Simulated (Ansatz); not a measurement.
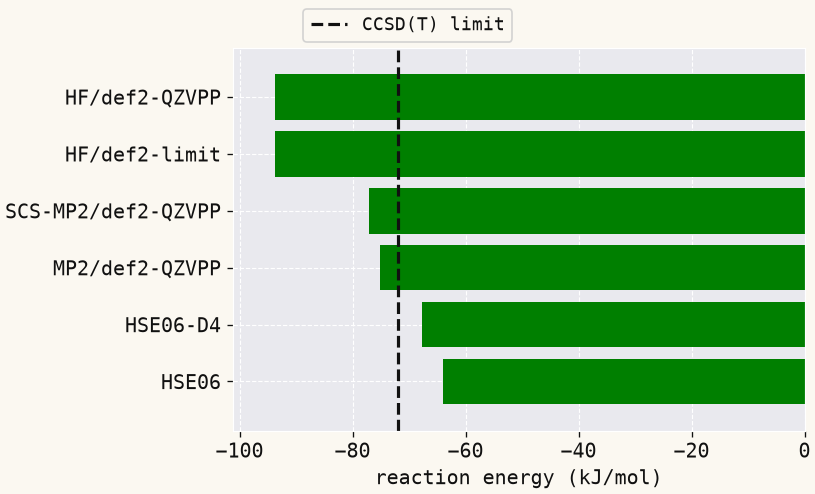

Electronic reaction energy of SnSiH₃F₃ (F[Si](F)(F)[SnH3]) + SiNH₅O₂ (N[SiH](O)O) → Si₂NH₄O₂F₃ (O[SiH](O)N[Si](F)(F)F) + SnH₄ ([SnH4]) (SMILES in brackets) at several levels (functionals in def2-TZVPP unless a basis is named), isolated molecules at PBE0-D4 triple-zeta geometries, minima by their frequencies, no zero-point or thermal terms, the Ansatz code 0.2.0. The line is frozen-core CCSD(T) at the basis limit (MP2 extrapolated from triple and quadruple zeta, plus CCSD(T) less MP2 in a smaller set). No dispersion term is added to HSE06. The distance of SCS-MP2/def2-QZVPP and MP2/def2-QZVPP to the limit includes basis error. Core potentials past Kr. The limit lies 9.0 kJ/mol from CCSD(T)/def2-TZVPP, so the line itself is uncertain by a part of that.

Question: What do zero-point energy and temperature add?

Answer: Zero-point change −8.8 kJ/mol; at 298.15 K and 1 bar the CCSD(T) limit plus thermal terms gives an enthalpy of reaction of −81.2 and a free energy of −72.6 kJ/mol (harmonic PBE0-D4 modes, ideal gas).

Question: Give the values.

Answer:
| level | kJ/mol | less CCSD(T) limit |
| --- | --- | --- |
| HF/def2-QZVPP | −93.7 | −21.8 |
| HF/def2-limit | −93.7 | −21.8 |
| SCS-MP2/def2-QZVPP | −77.1 | −5.2 |
| MP2/def2-QZVPP | −75.2 | −3.3 |
| HSE06-D4 | −67.7 | 4.3 |
| HSE06 | −64.0 | 7.9 |
| CCSD(T) limit | −71.9 | 0.0 |

Known limits of this run: outer-core shells are correlated without core-valence functions, which makes the correlated values less sure; spin-orbit coupling is left out, and with Sn it can shift these values; one conformer of each flexible molecule.
